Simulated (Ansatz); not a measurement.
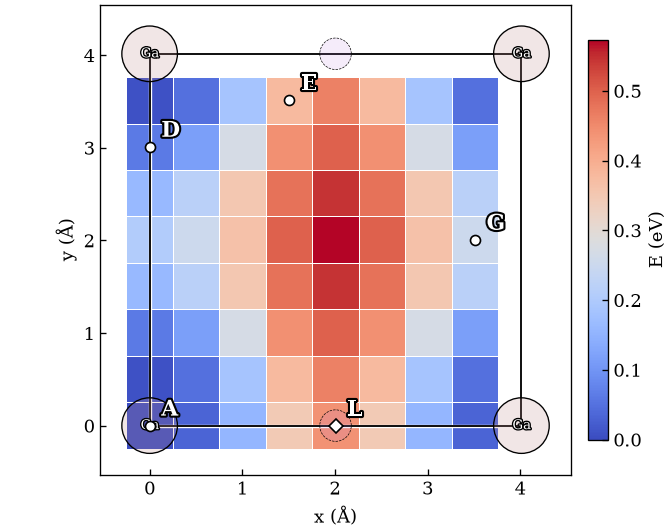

Ag on a GaAs(100) slab cut from the F-43m phase, its upper half relaxed before the scan (4 atoms of substrate and one adsorbate in a 1 × 1 cell). Ag is moved over the surface cell at a fixed height above a rigid substrate; the origin of the map has the adsorbate above Ga4; the height is held at 2.50 Å. Places are given modulo a cell vector. The map is drawn in real space over the plane of the surface. The scan uses an 8 × 8 grid; 25 points were computed and 39 follow by symmetry. Energies are in eV, from the lowest grid point. With one adsorbate in each 1 × 1 cell, its nearest image is 4.0 Å away, so neighbouring adsorbates interact. At a fixed height the lowest place need not be the adsorption site. Computed with Ansatz 0.2.0, DFT PBE+D3(BJ), scalar-relativistic, plane waves, PAW. Settings: cutoff 420 eV, k-mesh 7×7×1, gaussian smearing 0.05 eV, spin-polarised.

In the figure: one coloured cell a grid point, labelled circles for the atoms of the top layer and small ones for the second layer, the outline of one cell of the plane, lettered points.

What kind of point is each of A, E, G, L: minimum, saddle, maximum or slope?

A: minimum; E: on a slope; G: on a slope; L: saddle point. (In these two coordinates alone; a stationary point may lie a little off the grid point.)

Rank the lettered points by energy, lowest first.

A (0.000 eV), D (0.061 eV), G (0.253 eV), E (0.377 eV), L (0.439 eV).

PAW datasets: the set soft_1.
